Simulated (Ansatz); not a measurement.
# [PH4]+ (phosphonium): BHLYP/6-31G

Aim: the vertical ionisation energy of [PH4]+ (phosphonium) at BHLYP/6-31G, from 2 runs. 

The calculation is run with Ansatz 0.2.0.

## (1) The structure to begin with

[PH4]+ has 5 atoms, charge +1, and is taken as a singlet. As SMILES, `[PH4+]`. Geometry: relaxed at GFN2-xTB.

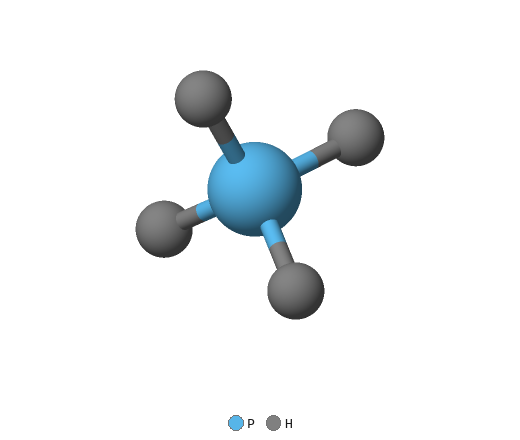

The structure, seen from a chosen angle (phosphorus blue, hydrogen grey).

## (2) A single-point energy at BHLYP/6-31G

Contents of job.yaml:

```yaml
crystal:
  periodic: [false, false, false]
  atoms:
    - {symbol: P, position_ang: [-0.000020, -0.000000, 0.000050]}
    - {symbol: H, position_ang: [1.357460, -0.061330, 0.210450]}
    - {symbol: H, position_ang: [-0.617320, -1.016050, 0.691010]}
    - {symbol: H, position_ang: [-0.261860, -0.133750, -1.343340]}
    - {symbol: H, position_ang: [-0.478250, 1.211140, 0.441830]}
basis:
  gaussian: {orbitals: 6-31G}
total_charge: 1
hamiltonian: {xc: {name: BHLYP}}
accuracy: high
```

The run is started by

```bash
ansatz run job.yaml --threads 1 --pin off --max-ram 2610MiB --events-out events.jsonl --progress --plain --runs-dir runs
```

Output:

```text
Warning: RAYON_NUM_THREADS=1 ignored (pool sized by the plan → 1); use --threads N
Functional definition: BHLYP
  name "BHLYP"
  parameter a = 0.5
  exchange = (1 - a)*b88_x + a*exact_x
  correlation = lyp_c
478 factors; integrals over basis functions are off by at most 3.8e-9 eV
mean field evaluation 1: about -9343.0733 eV, gradient 1.2e1 eV
mean field evaluation 2: about -9343.4602 eV, gradient 5.6e0 eV
mean field evaluation 4: about -9343.5567 eV, gradient 1.4e-1 eV
mean field evaluation 8: about -9343.5523 eV, gradient 4.7e-5 eV
mean field -9343.55230371 eV, -343.3692138740 hartree, gradient 6.6e-9 eV, S^2 0.000000; 0 other end points of the search recorded, 0 dependent functions left out
reference -9343.55232369 eV, -343.3692146083 hartree; 9, 9 occupied and 12, 12 virtual orbitals, 478 factors
Total energy: -9343.55232369 eV, -343.3692146083 hartree
```

Wall time 0.67 s (1 thread of AMD EPYC 7R43 (Zen 3), shared host); peak memory 0.1 GiB.

## (3) Doublet [PH4]2+, same level

Contents of in.yaml:

```yaml
crystal:
  periodic: [false, false, false]
  atoms:
    - {symbol: P, position_ang: [-0.000020, -0.000000, 0.000050]}
    - {symbol: H, position_ang: [1.357460, -0.061330, 0.210450]}
    - {symbol: H, position_ang: [-0.617320, -1.016050, 0.691010]}
    - {symbol: H, position_ang: [-0.261860, -0.133750, -1.343340]}
    - {symbol: H, position_ang: [-0.478250, 1.211140, 0.441830]}
basis:
  gaussian: {orbitals: 6-31G}
total_charge: 2
magnetization: {spin_polarized: true, initial_magnetization: 1}
hamiltonian: {xc: {name: BHLYP}}
accuracy: high
```

The run is started by

```bash
ansatz run in.yaml --threads 1 --pin off --max-ram 2610MiB --events-out events.jsonl --progress --plain --runs-dir runs
```

Output:

```text
Warning: RAYON_NUM_THREADS=1 ignored (pool sized by the plan → 1); use --threads N
[... 5 set-up lines as earlier in the session ...]
478 factors; integrals over basis functions are off by at most 3.8e-9 eV
mean field evaluation 1: about -9320.1446 eV, gradient 1.0e1 eV
mean field evaluation 2: about -9320.8690 eV, gradient 3.7e0 eV
mean field evaluation 4: about -9320.9593 eV, gradient 1.7e-1 eV
mean field evaluation 8: about -9320.9564 eV, gradient 3.0e-2 eV
mean field evaluation 16: about -9320.9643 eV, gradient 3.5e-2 eV
mean field evaluation 32: about -9320.9605 eV, gradient 4.1e-2 eV
mean field evaluation 64: about -9320.9500 eV, gradient 1.0e0 eV
mean field -9320.96432417 eV, -342.5391209366 hartree, gradient 2.2e-8 eV, S^2 0.762905; 4 other end points of the search recorded, 0 dependent functions left out
reference -9320.96434249 eV, -342.5391216100 hartree; 9, 8 occupied and 12, 13 virtual orbitals, 478 factors
Total energy: -9320.96434249 eV, -342.5391216100 hartree
```

Run time: 3.6 s. Hardware: 1 thread of AMD EPYC 7R43 (Zen 3), shared host; peak memory 0.12 GiB.

## (4) What came out

At BHLYP/6-31G:

| quantity | value |
| --- | --- |
| singlet [PH4]+: total energy | -343.36921 Eh |
| doublet [PH4]2+: total energy | -342.53912 Eh |
| doublet [PH4]2+: ⟨S²⟩ | 0.763 |
| vertical ionisation energy (to the doublet dication) | 22.588 eV |

The vertical ionisation energy comes to 22.59 eV (2179 kJ/mol).
